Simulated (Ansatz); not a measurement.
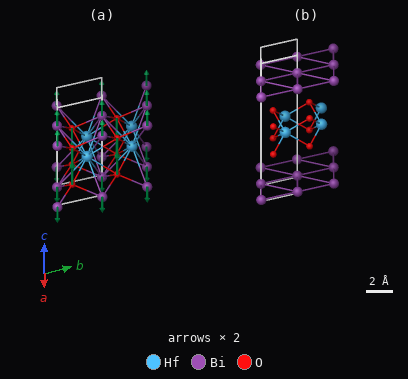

The structure of a crystal of HfBi$_{2}$O$_{2}$ (a generated structure, set up in P-6m2) (coarse preliminary run) before (left) and after (right) a relaxation, at one scale. The green arrows give the displacements (the part carried along by the change of the cell is left out), 2 times their true length.

A ball-and-stick model of the cell of the calculation, repeated 2 × 2 × 1 with one cell outlined, seen from a free direction.

Computed with Ansatz 0.2.0, DFT PBE, scalar-relativistic, plane waves, PAW.

Input
```yaml
crystal:
  lattice:
    - [4.01991722, 0.0, 0.0]
    - [-2.00995861, 3.48135044, 0.0]
    - [0.0, 0.0, 8.15882137]
  atoms:
    - { symbol: Hf, position: [0.33333333, 0.66666667, 0.5] }
    - { symbol: Bi, position: [0.0, 0.0, 0.81425447] }
    - { symbol: Bi, position: [0.0, 0.0, 0.18574553] }
    - { symbol: O, position: [0.66666667, 0.33333333, 0.31536551] }
    - { symbol: O, position: [0.66666667, 0.33333333, 0.68463449] }
basis:
  ecutwfc: 420
kpoints:
  mp_grid: { grid: [6, 6, 2] }
hamiltonian:
  xc: pbe
scf:
  occupations: { method: gaussian, width: 0.1 }
  lower_state_search: "off"
output:
  forces: true
  stress: true
  eigenvalues: true
relax:
  adjacent_minimum: "off"
  f_tol: 0.04
  max_steps: 70
  cell: { stress_tol: 0.4 }
```

Run as
```bash
ansatz run input.yaml --threads 1 --pin off --max-ram 2560MiB --backend cpu --events-out ev --progress --plain --runs-dir out
```

**Describe what moved and what it gained.**

The energy falls by 1257 meV per atom in 16 accepted moves (20 points after the start). The largest force component goes from 1.7 to 0.0059 eV/Å. Pressure: −9.03 GPa at the start and 0.04 GPa at the end. The SCF was repeated 4 times at an unchanged geometry on a basis and grid sized afresh for the cell, which shifted the energy by 62.2 meV per atom at most. The largest moves relative to the cell, 0.97 Å, are those of O4 and O5. O4 goes along +c. By element the largest moves are O 0.97 Å, Bi 0.67 Å. Hf stays in place. Cell: a = b 4.020 → 3.250 Å (−19.2 %), c 8.159 → 11.540 Å (+41.4 %). Volume −7.6 %. Some distances before and after: Hf1–Bi2 3.458 → 4.687 Å, Bi2–O5 2.550 → 3.650 Å, Hf1–Hf1 4.020 → 3.250 Å, Bi2–Bi2 4.020 → 3.250 Å. Bonds break: Bi2–O5 (2.55 → 3.65 Å), Bi3–O4 (2.55 → 3.65 Å), Hf1–Bi2 (3.46 → 4.69 Å), Hf1–Bi3 (3.46 → 4.69 Å). Among the angles between lasting bonds that change: O4–Hf1–O5 66.0° → 63.6°. The space group stays P-6m2 (No. 187). Cost: 71 s on 1 thread of Intel(R) Xeon(R) 6975P-C (Granite Rapids), with other jobs on the host, peak memory 0.45 GiB.

Limits of the set-up: the k-point mesh is coarse for a cell with partly filled bands.
